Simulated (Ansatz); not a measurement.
# BrH3Si: two geometries relaxed, part 2 of 2

Aim: relax the geometries before and after the reaction (1,1-elimination), and see whether they are two minima and how far apart in energy. Meant to form: H3–Br2; to break: Si1–Br2, Si1–H3. The start is a guess near the saddle point, from which both ends are pulled out.

Ansatz 0.2.0; RKS r2SCAN-D4/def2-SVP.

**4. Pulling towards end B**

Springs on the bonds that form and break draw the guess towards this end; the thresholds are loose.

input.yaml

```yaml
crystal:
  periodic: [false, false, false]
  atoms:
    - { symbol: Si, position_ang: [0.2175, 0.6091, 0.1711] }
    - { symbol: Br, position_ang: [-0.6645, -1.8375, -0.552] }
    - { symbol: H, position_ang: [-0.5743, -0.0203, -1.3908] }
    - { symbol: H, position_ang: [-0.5892, 0.9409, 1.3312] }
    - { symbol: H, position_ang: [1.6105, 0.3077, 0.4405] }
basis:
  gaussian: { orbitals: def2-SVP }
hamiltonian:
  xc: r2scan
  dispersion: d4
relax:
  f_tol: 0.15
  max_steps: 25
  restrain:
    - { distance: [2, 1], at: 1.51, k: 30.0 }
    - { distance: [0, 1], at: 3.61, k: 30.0 }
    - { distance: [0, 2], at: 2.72, k: 30.0 }
```

On the command line:

```
$ ansatz run input.yaml --threads 2 --pin off --max-ram 3072MiB --backend cpu --events-out ev --progress --plain --runs-dir out
```

The log of the run:

```text
Warning: RAYON_NUM_THREADS=2 ignored (pool sized by the plan → 2); use --threads N
The last accepted step is kept in <dir> (removed where the run ends without a failure and the disk answers)
Engine: ansatz 0.2.0, x86_64-unknown-linux-gnu
Functional definition: r2SCAN
  parameter k0 = 0.174
  parameter k1 = 0.065
  parameter a1 = 4.9479
  exchange = r2scan_x(k0 = k0, k1 = k1, a1 = a1)
  correlation = r2scan_c
715 factors; their error is unknown
mean field evaluation 1: about -77958.4715 eV, gradient 1.0e1 eV
mean field evaluation 2: about -77957.0005 eV, gradient 2.1e1 eV
mean field evaluation 4: about -77958.8764 eV, gradient 8.1e-1 eV
mean field evaluation 8: about -77958.7921 eV, gradient 3.0e-2 eV
mean field -77958.79214752 eV, -2864.9327690541 hartree, gradient 1.1e-5 eV, S^2 0.000000; 0 other end points of the search recorded, 0 dependent functions left out
the calculation of the forces begins
reference -77958.79215492 eV, -2864.9327693262 hartree; 26, 26 occupied and 39, 39 virtual orbitals, 715 factors
relax step   1: F+E_penalty+E_count = -77958.81086671 eV  Δ(F+E_penalty+E_count) = +0.000e0 eV  max|allowed force component| = 3.489e0 eV/Å  E_restraint = 27.16435199 eV  max|allowed force component, restraints' pulls added| = 3.166e1 eV/Å  Δτ_max = 0.0000 Å  (25 SCF iters, accepted)
  distance H 2 - Br 1 = 2.0035 Å
  distance Si 0 - Br 1 = 2.6994 Å
  distance Si 0 - H 2 = 1.8608 Å
these checks for a lower state are left out or cut short: starts, cluster_reference, orbital_swaps, neighbouring_geometries, increment
715 factors; their error is unknown
mean field evaluation 16: about -77957.5221 eV, gradient 8.7e0 eV
mean field -77957.77677054 eV, -2864.8954546385 hartree, gradient 2.2e-5 eV, S^2 0.000000; 0 other end points of the search recorded, 0 dependent functions left out
the calculation of the forces begins
reference -77957.77677799 eV, -2864.8954549121 hartree; 26, 26 occupied and 39, 39 virtual orbitals, 715 factors
relax step   2: F+E_penalty+E_count = -77957.79645426 eV  Δ(F+E_penalty+E_count) = +1.014e0 eV  max|allowed force component| = 4.606e0 eV/Å  E_restraint = 14.21485377 eV  max|allowed force component, restraints' pulls added| = 2.398e1 eV/Å  Δτ_max = 0.1947 Å  (34 SCF iters, accepted)
  distance H 2 - Br 1 = 1.9296 Å
  distance Si 0 - Br 1 = 2.9555 Å
  distance Si 0 - H 2 = 2.1342 Å
these checks for a lower state are left out or cut short: starts, cluster_reference, orbital_swaps, neighbouring_geometries, increment
715 factors; their error is unknown
mean field -77957.40917820 eV, -2864.8819458691 hartree, gradient 1.2e-5 eV, S^2 0.000000; 0 other end points of the search recorded, 0 dependent functions left out
the calculation of the forces begins
reference -77957.40918574 eV, -2864.8819461461 hartree; 26, 26 occupied and 39, 39 virtual orbitals, 715 factors
relax step   3: F+E_penalty+E_count = -77957.42780325 eV  Δ(F+E_penalty+E_count) = +3.687e-1 eV  max|allowed force component| = 4.201e0 eV/Å  E_restraint = 5.21999921 eV  max|allowed force component, restraints' pulls added| = 1.595e1 eV/Å  Δτ_max = 0.1948 Å  (34 SCF iters, accepted)
  distance H 2 - Br 1 = 1.7872 Å
  distance Si 0 - Br 1 = 3.2022 Å
  distance Si 0 - H 2 = 2.3962 Å
these checks for a lower state are left out or cut short: starts, cluster_reference, orbital_swaps, neighbouring_geometries, increment
715 factors; their error is unknown
mean field evaluation 32: about -77957.4997 eV, gradient 9.7e0 eV
mean field -77957.82216811 eV, -2864.8971229683 hartree, gradient 8.1e-6 eV, S^2 0.000000; 0 other end points of the search recorded, 0 dependent functions left out
the calculation of the forces begins
reference -77957.82217576 eV, -2864.8971232496 hartree; 26, 26 occupied and 39, 39 virtual orbitals, 715 factors
relax step   4: F+E_penalty+E_count = -77957.84039945 eV  Δ(F+E_penalty+E_count) = -4.126e-1 eV  max|allowed force component| = 2.444e0 eV/Å  E_restraint = 0.69460514 eV  max|allowed force component, restraints' pulls added| = 6.857e0 eV/Å  Δτ_max = 0.1947 Å  (32 SCF iters, accepted)
  distance H 2 - Br 1 = 1.6003 Å
  distance Si 0 - Br 1 = 3.4332 Å
  distance Si 0 - H 2 = 2.6371 Å
these checks for a lower state are left out or cut short: starts, cluster_reference, orbital_swaps, neighbouring_geometries, increment
715 factors; their error is unknown
mean field -77958.29719464 eV, -2864.9145798712 hartree, gradient 8.0e-6 eV, S^2 0.000000; 0 other end points of the search recorded, 0 dependent functions left out
the calculation of the forces begins
reference -77958.29720244 eV, -2864.9145801580 hartree; 26, 26 occupied and 39, 39 virtual orbitals, 715 factors
relax step   5: F+E_penalty+E_count = -77958.31525570 eV  Δ(F+E_penalty+E_count) = -4.749e-1 eV  max|allowed force component| = 9.623e-1 eV/Å  E_restraint = 0.05455602 eV  max|allowed force component, restraints' pulls added| = 1.237e0 eV/Å  Δτ_max = 0.1942 Å  (32 SCF iters, accepted)
  distance H 2 - Br 1 = 1.4694 Å
  distance Si 0 - Br 1 = 3.5963 Å
  distance Si 0 - H 2 = 2.7625 Å
these checks for a lower state are left out or cut short: starts, cluster_reference, orbital_swaps, neighbouring_geometries, increment
715 factors; their error is unknown
mean field -77958.38844212 eV, -2864.9179331544 hartree, gradient 8.8e-6 eV, S^2 0.000000; 0 other end points of the search recorded, 0 dependent functions left out
the calculation of the forces begins
reference -77958.38845007 eV, -2864.9179334464 hartree; 26, 26 occupied and 39, 39 virtual orbitals, 715 factors
relax step   6: F+E_penalty+E_count = -77958.40619284 eV  Δ(F+E_penalty+E_count) = -9.094e-2 eV  max|allowed force component| = 1.168e0 eV/Å  E_restraint = 0.01501235 eV  max|allowed force component, restraints' pulls added| = 2.870e-1 eV/Å  Δτ_max = 0.1999 Å  (32 SCF iters, accepted)
  distance H 2 - Br 1 = 1.4848 Å
  distance Si 0 - Br 1 = 3.5936 Å
  distance Si 0 - H 2 = 2.7299 Å
these checks for a lower state are left out or cut short: starts, cluster_reference, orbital_swaps, neighbouring_geometries, increment
715 factors; their error is unknown
mean field -77958.41515681 eV, -2864.9189149011 hartree, gradient 2.4e-5 eV, S^2 0.000000; 0 other end points of the search recorded, 0 dependent functions left out
the calculation of the forces begins
reference -77958.41516475 eV, -2864.9189151928 hartree; 26, 26 occupied and 39, 39 virtual orbitals, 715 factors
relax step   7: F+E_penalty+E_count = -77958.43256994 eV  Δ(F+E_penalty+E_count) = -2.638e-2 eV  max|allowed force component| = 9.939e-1 eV/Å  E_restraint = 0.01499727 eV  max|allowed force component, restraints' pulls added| = 1.084e-1 eV/Å  Δτ_max = 0.1556 Å  (31 SCF iters, accepted)
  distance H 2 - Br 1 = 1.4800 Å
  distance Si 0 - Br 1 = 3.6003 Å
  distance Si 0 - H 2 = 2.7224 Å
715 factors; their error is unknown
mean field evaluation 64: about -77958.5011 eV, gradient 8.8e-2 eV
mean field -77958.41515681 eV, -2864.9189149011 hartree, gradient 2.3e-5 eV, S^2 0.000000; 1 other end points of the search recorded, 0 dependent functions left out
the calculation of the forces begins
reference -77958.41516475 eV, -2864.9189151928 hartree; 26, 26 occupied and 39, 39 virtual orbitals, 715 factors
Total energy: -77958.43257788 eV, -2864.9195551135 hartree
Atom 0 at     0.376313     1.081965     0.234990 Å, force    -0.091680    -0.235888    -0.067520 eV/Å
Atom 1 at    -0.949349    -1.998103    -1.075686 Å, force     0.184680     0.993928    -0.202937 eV/Å
Atom 2 at    -0.772152    -0.611212    -1.561017 Å, force    -0.087918    -0.779618     0.304840 eV/Å
Atom 3 at    -0.325802     1.019252     1.591522 Å, force    -0.009096     0.013715    -0.015726 eV/Å
Atom 4 at     1.670990     0.507998     0.810190 Å, force     0.004013     0.007862    -0.018657 eV/Å
Dipole moment:     0.033158     0.126537    -0.001101 e Å
```

Wall time 11 s (2 threads of Intel Xeon Platinum 8488C (Sapphire Rapids), shared host); peak memory 0.14 GiB.

Relaxation path:

```tsv
step	energy from step 1 (eV)	largest force component (eV/Å)
1	0.0000	3.4891
2	1.0144	4.6059
3	1.3831	4.2008
4	0.9705	2.4439
5	0.4956	0.9623
6	0.4047	1.1681
7	0.3783	0.9939
```

Step 1 is the start. Energies and forces in the table leave out the springs, which the log lists apart; the run stops on the force with the springs' pull added.

After: Bond lengths: Br2–H3 1.480 Å, Si1–H4 1.529 Å, Si1–H5 1.529 Å. Angles: H4–Si1–H5 92.3°.

Pairs that crossed the distance rule for bonds on the way: came closer Br2–H3; moved apart Si1–Br2.

**5. End point B**

It starts where the restrained run ended.

input.yaml

```yaml
crystal:
  periodic: [false, false, false]
  atoms:
    - { symbol: Si, position_ang: [0.376313, 1.081965, 0.23499] }
    - { symbol: Br, position_ang: [-0.949349, -1.998103, -1.075686] }
    - { symbol: H, position_ang: [-0.772152, -0.611212, -1.561017] }
    - { symbol: H, position_ang: [-0.325802, 1.019252, 1.591522] }
    - { symbol: H, position_ang: [1.67099, 0.507998, 0.81019] }
basis:
  gaussian: { orbitals: def2-SVP }
hamiltonian:
  xc: r2scan
  dispersion: d4
relax:
  f_tol: 0.03
  max_steps: 50
output:
  orbitals: {}
```

On the command line:

```
$ ansatz run input.yaml --threads 2 --pin off --max-ram 3072MiB --backend cpu --events-out ev --progress --plain --runs-dir out
```

The log of the run:

```text
Warning: RAYON_NUM_THREADS=2 ignored (pool sized by the plan → 2); use --threads N
[... 8 set-up lines as earlier in the session ...]
715 factors; their error is unknown
mean field evaluation 1: about -77958.0942 eV, gradient 1.0e1 eV
mean field evaluation 2: about -77958.3424 eV, gradient 5.8e0 eV
mean field evaluation 4: about -77958.5007 eV, gradient 4.4e-1 eV
mean field evaluation 8: about -77958.4152 eV, gradient 1.2e-2 eV
mean field -77958.41516258 eV, -2864.9189151131 hartree, gradient 2.3e-5 eV, S^2 0.000000; 0 other end points of the search recorded, 0 dependent functions left out
the calculation of the forces begins
reference -77958.41517057 eV, -2864.9189154066 hartree; 26, 26 occupied and 39, 39 virtual orbitals, 715 factors
relax step   1: F+E_penalty+E_count = -77958.43257571 eV  Δ(F+E_penalty+E_count) = +0.000e0 eV  max|allowed force component| = 9.938e-1 eV/Å  Δτ_max = 0.0000 Å  (24 SCF iters, accepted)
these checks for a lower state are left out or cut short: starts, cluster_reference, orbital_swaps, neighbouring_geometries, increment
715 factors; their error is unknown
mean field evaluation 16: about -77958.5948 eV, gradient 9.8e-2 eV
mean field -77958.50859127 eV, -2864.9223485542 hartree, gradient 2.1e-5 eV, S^2 0.000000; 0 other end points of the search recorded, 0 dependent functions left out
the calculation of the forces begins
reference -77958.50859904 eV, -2864.9223488396 hartree; 26, 26 occupied and 39, 39 virtual orbitals, 715 factors
relax step   2: F+E_penalty+E_count = -77958.52669719 eV  Δ(F+E_penalty+E_count) = -9.412e-2 eV  max|allowed force component| = 2.294e-1 eV/Å  Δτ_max = 0.1945 Å  (26 SCF iters, accepted)
these checks for a lower state are left out or cut short: starts, cluster_reference, orbital_swaps, neighbouring_geometries, increment
715 factors; their error is unknown
mean field -77958.58209480 eV, -2864.9250497589 hartree, gradient 1.4e-5 eV, S^2 0.000000; 0 other end points of the search recorded, 0 dependent functions left out
the calculation of the forces begins
reference -77958.58210232 eV, -2864.9250500353 hartree; 26, 26 occupied and 39, 39 virtual orbitals, 715 factors
relax step   3: F+E_penalty+E_count = -77958.60077284 eV  Δ(F+E_penalty+E_count) = -7.408e-2 eV  max|allowed force component| = 9.885e-1 eV/Å  Δτ_max = 0.1950 Å  (27 SCF iters, accepted)
these checks for a lower state are left out or cut short: starts, cluster_reference, orbital_swaps, neighbouring_geometries, increment
715 factors; their error is unknown
mean field evaluation 32: about -77958.6907 eV, gradient 6.0e-4 eV
mean field -77958.69067379 eV, -2864.9290399633 hartree, gradient 8.1e-6 eV, S^2 0.000000; 0 other end points of the search recorded, 0 dependent functions left out
the calculation of the forces begins
reference -77958.69068118 eV, -2864.9290402350 hartree; 26, 26 occupied and 39, 39 virtual orbitals, 715 factors
relax step   4: F+E_penalty+E_count = -77958.70934052 eV  Δ(F+E_penalty+E_count) = -1.086e-1 eV  max|allowed force component| = 1.434e0 eV/Å  Δτ_max = 0.1930 Å  (28 SCF iters, accepted)
these checks for a lower state are left out or cut short: starts, cluster_reference, orbital_swaps, neighbouring_geometries, increment
715 factors; their error is unknown
mean field -77958.78562377 eV, -2864.9325293108 hartree, gradient 2.1e-5 eV, S^2 0.000000; 0 other end points of the search recorded, 0 dependent functions left out
the calculation of the forces begins
reference -77958.78563101 eV, -2864.9325295770 hartree; 26, 26 occupied and 39, 39 virtual orbitals, 715 factors
relax step   5: F+E_penalty+E_count = -77958.80291555 eV  Δ(F+E_penalty+E_count) = -9.358e-2 eV  max|allowed force component| = 1.594e0 eV/Å  Δτ_max = 0.1965 Å  (27 SCF iters, accepted)
these checks for a lower state are left out or cut short: starts, cluster_reference, orbital_swaps, neighbouring_geometries, increment
715 factors; their error is unknown
mean field -77958.94623813 eV, -2864.9384317795 hartree, gradient 9.0e-6 eV, S^2 0.000000; 0 other end points of the search recorded, 0 dependent functions left out
the calculation of the forces begins
reference -77958.94624540 eV, -2864.9384320469 hartree; 26, 26 occupied and 39, 39 virtual orbitals, 715 factors
relax step   6: F+E_penalty+E_count = -77958.96325404 eV  Δ(F+E_penalty+E_count) = -1.603e-1 eV  max|allowed force component| = 1.247e0 eV/Å  Δτ_max = 0.0891 Å  (28 SCF iters, accepted)
these checks for a lower state are left out or cut short: starts, cluster_reference, orbital_swaps, neighbouring_geometries, increment
715 factors; their error is unknown
mean field -77959.48831488 eV, -2864.9583527327 hartree, gradient 9.1e-6 eV, S^2 0.000000; 0 other end points of the search recorded, 0 dependent functions left out
the calculation of the forces begins
reference -77959.48832225 eV, -2864.9583530036 hartree; 26, 26 occupied and 39, 39 virtual orbitals, 715 factors
relax step   7: F+E_penalty+E_count = -77959.50517087 eV  Δ(F+E_penalty+E_count) = -5.419e-1 eV  max|allowed force component| = 1.560e0 eV/Å  Δτ_max = 0.1952 Å  (32 SCF iters, accepted)
these checks for a lower state are left out or cut short: starts, cluster_reference, orbital_swaps, neighbouring_geometries, increment
715 factors; their error is unknown
mean field evaluation 64: about -77960.2952 eV, gradient 2.4e-5 eV
mean field -77960.29519800 eV, -2864.9880051406 hartree, gradient 2.4e-5 eV, S^2 0.000000; 0 other end points of the search recorded, 0 dependent functions left out
the calculation of the forces begins
reference -77960.29520535 eV, -2864.9880054106 hartree; 26, 26 occupied and 39, 39 virtual orbitals, 715 factors
relax step   8: F+E_penalty+E_count = -77960.31197904 eV  Δ(F+E_penalty+E_count) = -8.068e-1 eV  max|allowed force component| = 2.326e0 eV/Å  Δτ_max = 0.1960 Å  (31 SCF iters, accepted)
these checks for a lower state are left out or cut short: starts, cluster_reference, orbital_swaps, neighbouring_geometries, increment
715 factors; their error is unknown
mean field -77961.09373335 eV, -2865.0173507733 hartree, gradient 1.6e-5 eV, S^2 0.000000; 0 other end points of the search recorded, 0 dependent functions left out
the calculation of the forces begins
reference -77961.09374073 eV, -2865.0173510445 hartree; 26, 26 occupied and 39, 39 virtual orbitals, 715 factors
relax step   9: F+E_penalty+E_count = -77961.11060054 eV  Δ(F+E_penalty+E_count) = -7.986e-1 eV  max|allowed force component| = 1.588e0 eV/Å  Δτ_max = 0.1951 Å  (30 SCF iters, accepted)
these checks for a lower state are left out or cut short: starts, cluster_reference, orbital_swaps, neighbouring_geometries, increment
715 factors; their error is unknown
mean field -77961.63298992 eV, -2865.0371680869 hartree, gradient 5.9e-6 eV, S^2 0.000000; 0 other end points of the search recorded, 0 dependent functions left out
the calculation of the forces begins
reference -77961.63299731 eV, -2865.0371683584 hartree; 26, 26 occupied and 39, 39 virtual orbitals, 715 factors
relax step  10: F+E_penalty+E_count = -77961.64988984 eV  Δ(F+E_penalty+E_count) = -5.393e-1 eV  max|allowed force component| = 6.237e-1 eV/Å  Δτ_max = 0.1954 Å  (27 SCF iters, accepted)
these checks for a lower state are left out or cut short: starts, cluster_reference, orbital_swaps, neighbouring_geometries, increment
715 factors; their error is unknown
mean field -77961.75835131 eV, -2865.0417750329 hartree, gradient 2.4e-5 eV, S^2 0.000000; 0 other end points of the search recorded, 0 dependent functions left out
the calculation of the forces begins
reference -77961.75835873 eV, -2865.0417753054 hartree; 26, 26 occupied and 39, 39 virtual orbitals, 715 factors
relax step  11: F+E_penalty+E_count = -77961.77524084 eV  Δ(F+E_penalty+E_count) = -1.254e-1 eV  max|allowed force component| = 1.368e-1 eV/Å  Δτ_max = 0.1794 Å  (25 SCF iters, accepted)
these checks for a lower state are left out or cut short: starts, cluster_reference, orbital_swaps, neighbouring_geometries, increment
715 factors; their error is unknown
mean field -77961.76128336 eV, -2865.0418827836 hartree, gradient 1.4e-5 eV, S^2 0.000000; 0 other end points of the search recorded, 0 dependent functions left out
the calculation of the forces begins
reference -77961.76129077 eV, -2865.0418830559 hartree; 26, 26 occupied and 39, 39 virtual orbitals, 715 factors
relax step  12: F+E_penalty+E_count = -77961.77817011 eV  Δ(F+E_penalty+E_count) = -2.929e-3 eV  max|allowed force component| = 4.299e-2 eV/Å  Δτ_max = 0.0216 Å  (25 SCF iters, accepted)
these checks for a lower state are left out or cut short: starts, cluster_reference, orbital_swaps, neighbouring_geometries, increment
715 factors; their error is unknown
mean field evaluation 96: about -77961.7614 eV, gradient 1.2e-1 eV
mean field -77961.76144480 eV, -2865.0418887166 hartree, gradient 8.0e-5 eV, S^2 0.000000; 0 other end points of the search recorded, 0 dependent functions left out
the calculation of the forces begins
reference -77961.76145221 eV, -2865.0418889887 hartree; 26, 26 occupied and 39, 39 virtual orbitals, 715 factors
relax step  13: F+E_penalty+E_count = -77961.77833029 eV  Δ(F+E_penalty+E_count) = -1.602e-4 eV  max|allowed force component| = 5.873e-4 eV/Å  Δτ_max = 0.0027 Å  (17 SCF iters, accepted)
715 factors; their error is unknown
mean field -77961.76144480 eV, -2865.0418887166 hartree, gradient 8.0e-5 eV, S^2 0.000000; 1 other end points of the search recorded, 0 dependent functions left out
the calculation of the forces begins
reference -77961.76145221 eV, -2865.0418889887 hartree; 26, 26 occupied and 39, 39 virtual orbitals, 715 factors
Total energy: -77961.77833769 eV, -2865.0425095189 hartree
Atom 0 at     0.044214     0.152416     0.011517 Å, force     0.000052     0.000586     0.000048 eV/Å
Atom 1 at    -0.575274    -1.983422    -0.149905 Å, force     0.000164     0.000587     0.000028 eV/Å
Atom 2 at    -0.280045     0.842116    -1.266752 Å, force    -0.000181    -0.000380    -0.000173 eV/Å
Atom 3 at    -0.698096     0.781624     1.137514 Å, force    -0.000182    -0.000373     0.000065 eV/Å
Atom 4 at     1.509200     0.207165     0.267626 Å, force     0.000147    -0.000422     0.000032 eV/Å
Dipole moment:     0.079469     0.273988     0.020702 e Å
```

Wall time 19 s (2 threads of Intel Xeon Platinum 8488C (Sapphire Rapids), shared host); peak memory 0.14 GiB.

Relaxation path:

```tsv
step	energy from step 1 (eV)	largest force component (eV/Å)
1	0.0000	0.9938
2	-0.0941	0.2294
3	-0.1682	0.9885
4	-0.2768	1.4342
5	-0.3703	1.5941
6	-0.5307	1.2466
7	-1.0726	1.5603
8	-1.8794	2.3264
9	-2.6780	1.5880
10	-3.2173	0.6237
11	-3.3427	0.1368
12	-3.3456	0.0430
13	-3.3458	0.0006
```

Step 1 is the start.

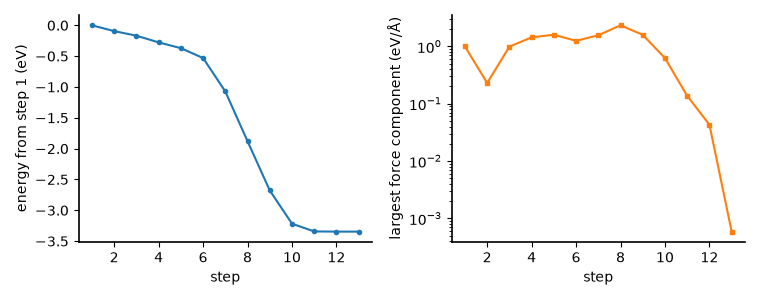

Energy and largest force along the relaxation.

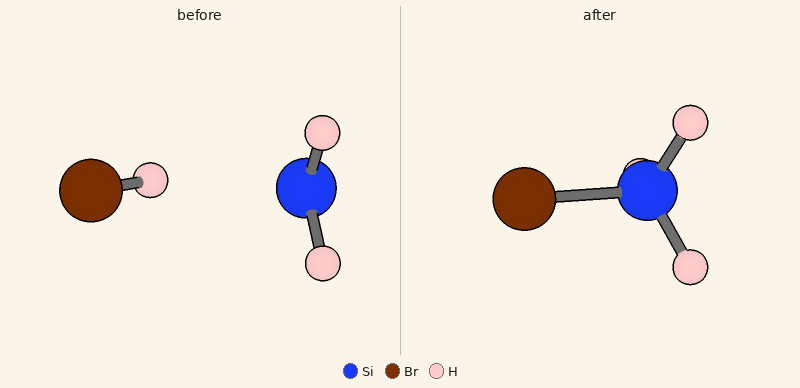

The structure before (left) and after (right), drawn at the same scale.

After: Bond lengths: Si1–Br2 2.230 Å, Si1–H3 1.488 Å, Si1–H4 1.488 Å, Si1–H5 1.488 Å. Angles: Br2–Si1–H3 108.7°, Br2–Si1–H4 108.7°, Br2–Si1–H5 108.7°, H3–Si1–H4 110.2°, H3–Si1–H5 110.2°, H4–Si1–H5 110.2°.

Pairs that crossed the distance rule for bonds on the way: came closer Si1–Br2, Si1–H3; moved apart Br2–H3.

**6. Summary of results**

This closing draws on all 2 parts.

```
                           quantity                     value
                              end A   3 moves, 0.116 eV lower
                              end B  12 moves, 3.346 eV lower
largest difference between the ends                    0.00 Å
            end B relative to end A                 -0.000 eV
```

In words: Both starts fell into the same minimum (no atom differs by more than 0.00 Å), so from this start no second minimum was found and no band was run; another arrangement could still be one.
